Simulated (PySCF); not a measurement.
# CoO₂F: triplet, from a T-shaped (ligand arrangement 1) start

Where does triplet CoO₂F go from a T-shaped (ligand arrangement 1) start, is the end point a minimum, and what are its modes, charges and moments?

The runs use PySCF 2.14.0; PBE0, basis Co def2-TZVP, O def2-TZVP, F def2-TZVP, no relativity, density fitting.

### 1 The system as given

4 atoms, charge 0, spin multiplicity 3.

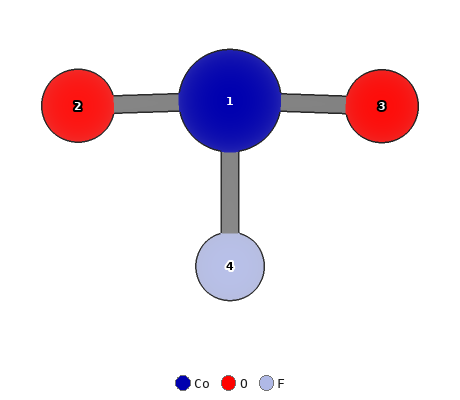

The starting geometry (cobalt blue, oxygen red, fluorine light blue); atoms are numbered from 1 in the order of the file.

```xyz
4
charge 0 multiplicity 3
Co    0.0000    0.0000    0.0000
O     1.5990    0.0000    0.0558
O    -1.5990    0.0000    0.0558
F     0.0000    0.0000    1.7500
```

### 2 The SCF at the typed geometry

The steps below are one call of a driver around PySCF. For each, scf.py gives the equivalent set-up of the SCF; relaxations use the driver's own optimiser. After this first run the driver tries any further starts and a stability analysis.

The input, scf.py:

```python
from pyscf import gto, scf, dft
mol = gto.M(atom='''
Co     0.000000     0.000000     0.000000
O      1.599000     0.000000     0.055800
O     -1.599000     0.000000     0.055800
F      0.000000     0.000000     1.750000''',
    basis={'Co': 'def2-TZVP', 'O': 'def2-TZVP', 'F': 'def2-TZVP'},
    charge=0, spin=2)
mf = dft.UKS(mol, xc='PBE0')
mf.grids.atom_grid = (50, 194)
aux = {'Co': 'def2-universal-JKFIT', 'O': 'def2-universal-JKFIT', 'F': 'def2-universal-JKFIT'}
mf = mf.density_fit(auxbasis=aux)
mf.conv_tol = 1e-08
mf.diis_space = 10
mf.max_cycle = 60
mf.init_guess = 'minao'
mf.verbose = 4
mf.kernel()
```

Launch:

```bash
$ OMP_NUM_THREADS=4 python axn.py task.json out
```

The runs that follow: T-shaped (ligand arrangement 1) start, triplet: relaxation; Vibrations and properties at this point.

Before running it: what results should come out? Wanted: minimum; geometry; wavenumbers; dipole moment; highest occupied, lowest empty level; polar-tensor charge of Co1; zero-point energy; atomisation energy; ⟨S²⟩.

As calculated:

| quantity | value |
| --- | --- |
| minimum | triplet, C2v |
| geometry | Co–F 1.686 Å, Co–O 1.552 Å (×2); F–Co–O 121.6° (×2), O–Co–O 116.7° |
| wavenumbers (cm⁻¹) | 196 (b1), 226 (b2), 340 (a1), 726 (a1), 980 (b2), 1022 (a1) |
| dipole moment | 0.21 D |
| highest occupied, lowest empty level (either spin) | -10.18, -5.76 eV |
| polar-tensor charge of Co1 | +1.29 e |
| zero-point energy | 20.9 kJ/mol |
| entropy at 298.15 K | 298.4 J/(mol K) |
| atomisation energy (no zero-point energy) | 994 kJ/mol |
| ⟨S²⟩ | 2.039 |

The T-shaped (ligand arrangement 1) start keeps its C2v symmetry and ends in a minimum. The strongest infrared band lies at 980 cm⁻¹ (b2, stretch). Most of the spin sits on Co1 (Mulliken spin 1.27, against 2 for the whole molecule). The first SCF alone would have been 80 kJ/mol too high. Only this shape and spin were tried, so other structures or states may lie lower. One determinant may miss the lowest occupation of an open d or f shell.
